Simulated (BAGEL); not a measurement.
# HF/def2-SVP (density fitting with qzvpp-jkfit) run of BH3S2O (SMILES OB(S)S)

Aim: the vertical ionisation energy of BH3S2O at HF/def2-SVP (density fitting with qzvpp-jkfit), from 2 runs. 

The results are computed with BAGEL 1.2.2.

1 further run of the same task is left out (set aside as unsound or not needed). Runs told in other sessions of the task aren't counted.

## (1) The structure to begin with

BH3S2O: 7 atoms, total charge 0, spin state singlet. As SMILES, `OB(S)S`. The shape is that of a PBE0-D4/def2-TZVP optimisation. This is one conformer, not always the lowest.

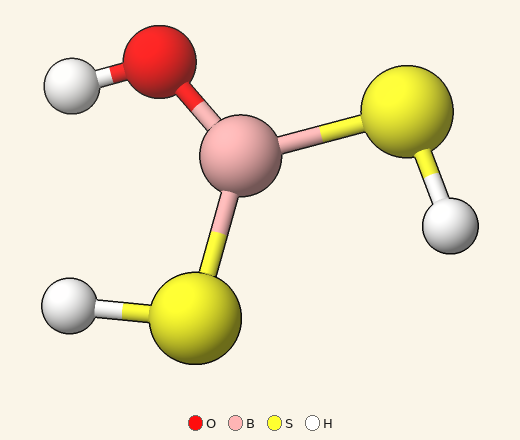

Viewed from a chosen angle; oxygen red, boron pink, sulfur yellow, hydrogen white.

## (2) The energy at HF/def2-SVP (density fitting with qzvpp-jkfit)

Input file input.json:

```json
{ "bagel": [

{
  "title": "molecule",
  "basis": "svp",
  "df_basis": "qzvpp-jkfit",
  "angstrom": true,
  "geometry": [
    { "atom": "O", "xyz": [      -1.258000,       0.682600,       0.409800 ] },
    { "atom": "B", "xyz": [      -0.068200,       0.046200,       0.279300 ] },
    { "atom": "S", "xyz": [       0.797400,      -0.326900,       1.829100 ] },
    { "atom": "S", "xyz": [       0.697600,      -0.445200,      -1.298000 ] },
    { "atom": "H", "xyz": [      -1.708400,       0.874500,      -0.414600 ] },
    { "atom": "H", "xyz": [       1.861600,      -0.919300,       1.266500 ] },
    { "atom": "H", "xyz": [      -0.260700,       0.020100,      -2.117700 ] }
  ]
},

{
  "title": "hf"
},

{
  "title": "print",
  "file": "orbitals.molden",
  "orbitals": true
}

]}
```

Command:

```
$ BAGEL_NUM_THREADS=1 BAGEL input.json > input.out
```

Log:

```text
* using 1 threads per process

  ===============================================================
  ===============================================================

  *** Geometry ***

  { "atom" : "O", "xyz" : [     -2.377275,      1.289927,      0.774410 ] },
  { "atom" : "B", "xyz" : [     -0.128879,      0.087305,      0.527801 ] },
  { "atom" : "S", "xyz" : [      1.506868,     -0.617751,      3.456498 ] },
  { "atom" : "S", "xyz" : [      1.318273,     -0.841306,     -2.452865 ] },
  { "atom" : "H", "xyz" : [     -3.228408,      1.652565,     -0.783480 ] },
  { "atom" : "H", "xyz" : [      3.517914,     -1.737225,      2.393338 ] },
  { "atom" : "H", "xyz" : [     -0.492652,      0.037983,     -4.001873 ] },

  Number of auxiliary basis functions:      462

  Since a DF basis is specified, we compute 2- and 3-index integrals:
    o Being stored without compression. Storage requirement is 0.023 GB

  Number of basis functions:       79
  Number of electrons      :       48

    * METHOD: MOLECULE                             0.18

  *** RHF ***

  === Nuclear Repulsion ===
   188.6229054300

      * DIIS with orbital gradients will be used.

  === RHF iteration (svp) ===
      0       -895.97273256          0.01800747           0.07
      1       -896.08729255          0.01177076           0.07
      2       -896.13980656          0.00155917           0.07
      3       -896.14170220          0.00031388           0.07
      4       -896.14178293          0.00008623           0.07
      5       -896.14178978          0.00002273           0.07
      6       -896.14179024          0.00000833           0.06
      7       -896.14179031          0.00000184           0.06
      8       -896.14179031          0.00000060           0.07
      9       -896.14179031          0.00000019           0.07
     10       -896.14179031          0.00000007           0.07
     11       -896.14179031          0.00000002           0.07
     12       -896.14179031          0.00000001           0.07
    * SCF iteration converged.

    * Permanent dipole moment:
           (    0.367998,    -0.141004,     0.988978) a.u.

    * METHOD: HF                                   1.02

    * METHOD: PRINT                                0.01

  ===============================================================
```

Run time: 1.4 s. Hardware: 1 thread of Arm Neoverse V2, shared host; peak memory 0.11 GiB.

## (3) The doublet cation at the same level

Input file hf.json:

```json
{ "bagel": [

{
  "title": "molecule",
  "basis": "svp",
  "df_basis": "qzvpp-jkfit",
  "angstrom": "true",
  "geometry": [
    { "atom": "O", "xyz": [   -1.258000,    0.682600,    0.409800 ] },
    { "atom": "B", "xyz": [   -0.068200,    0.046200,    0.279300 ] },
    { "atom": "S", "xyz": [    0.797400,   -0.326900,    1.829100 ] },
    { "atom": "S", "xyz": [    0.697600,   -0.445200,   -1.298000 ] },
    { "atom": "H", "xyz": [   -1.708400,    0.874500,   -0.414600 ] },
    { "atom": "H", "xyz": [    1.861600,   -0.919300,    1.266500 ] },
    { "atom": "H", "xyz": [   -0.260700,    0.020100,   -2.117700 ] }
  ]
},
{
  "title": "uhf",
  "charge": 1,
  "nopen": 1
},
{
  "title": "print",
  "file": "orbitals.molden",
  "orbitals": "true"
}

]}
```

Command:

```
$ BAGEL_NUM_THREADS=1 BAGEL hf.json > hf.out
```

Log:

```text
* using 1 threads per process

  ===============================================================
  ===============================================================

  *** Geometry ***

  { "atom" : "O", "xyz" : [     -2.377275,      1.289927,      0.774410 ] },
  { "atom" : "B", "xyz" : [     -0.128879,      0.087305,      0.527801 ] },
  { "atom" : "S", "xyz" : [      1.506868,     -0.617751,      3.456498 ] },
  { "atom" : "S", "xyz" : [      1.318273,     -0.841306,     -2.452865 ] },
  { "atom" : "H", "xyz" : [     -3.228408,      1.652565,     -0.783480 ] },
  { "atom" : "H", "xyz" : [      3.517914,     -1.737225,      2.393338 ] },
  { "atom" : "H", "xyz" : [     -0.492652,      0.037983,     -4.001873 ] },

  Number of auxiliary basis functions:      462

  Since a DF basis is specified, we compute 2- and 3-index integrals:
    o Being stored without compression. Storage requirement is 0.023 GB

  Number of basis functions:       79
  Number of electrons      :       48

    * METHOD: MOLECULE                             0.18

  *** Open-shell HF ***

  === Nuclear Repulsion ===
   188.6229054300

      * DIIS with orbital gradients will be used.

  === UHF iteration (svp) ===
      0       -895.61244515          0.03771031           0.13
      1       -895.73431466          0.02589783           0.13
      2       -895.77473298          0.01683206           0.13
      3       -895.80391536          0.00129604           0.12
      4       -895.80585382          0.00076994           0.13
      5       -895.80701725          0.00077042           0.14
      6       -895.80759372          0.00074661           0.14
      7       -895.81054463          0.00047463           0.14
      8       -895.81099402          0.00081606           0.13
      9       -895.81238737          0.00013437           0.13
     10       -895.81248336          0.00006743           0.14
     11       -895.81251442          0.00011250           0.14
     12       -895.81253576          0.00003902           0.14
     13       -895.81253648          0.00002031           0.13
     14       -895.81253914          0.00000397           0.13
     15       -895.81253953          0.00000217           0.13
     16       -895.81253959          0.00000078           0.14
     17       -895.81253960          0.00000042           0.14
     18       -895.81253960          0.00000024           0.13
     19       -895.81253960          0.00000013           0.12
     20       -895.81253960          0.00000007           0.13
     21       -895.81253960          0.00000004           0.13
     22       -895.81253960          0.00000004           0.13
     23       -895.81253960          0.00000003           0.13
     24       -895.81253961          0.00000002           0.12
     25       -895.81253960          0.00000001           0.13
    * SCF iteration converged.

    * S^2 (UHF) is 0.7649

    * Permanent dipole moment:
           (   -0.337902,     0.152089,    -0.476166) a.u.

    * METHOD: UHF                                  3.58

    * METHOD: PRINT                                0.01

  ===============================================================
```

It took 4.2 s on 1 thread of Arm Neoverse V2, shared host; peak memory 0.11 GiB.

## (4) Results

Level: HF/def2-SVP (density fitting with qzvpp-jkfit).

| quantity | value |
| --- | --- |
| singlet BH3S2O: total energy | -896.14179 Eh |
| singlet BH3S2O: dipole moment | 2.71 D |
| singlet BH3S2O: HOMO energy | -10.07 eV |
| singlet BH3S2O: LUMO energy | 3.54 eV |
| singlet BH3S2O: HOMO–LUMO gap | 13.61 eV |
| doublet cation: total energy | -895.81254 Eh |
| doublet cation: ⟨S²⟩ | 0.765 |
| vertical ionisation energy (to the doublet cation) | 8.959 eV |

In words: The vertical ionisation energy comes to 8.96 eV (864 kJ/mol). The negative HOMO energy of the first species, 10.07 eV, lies 1.11 eV above that difference.
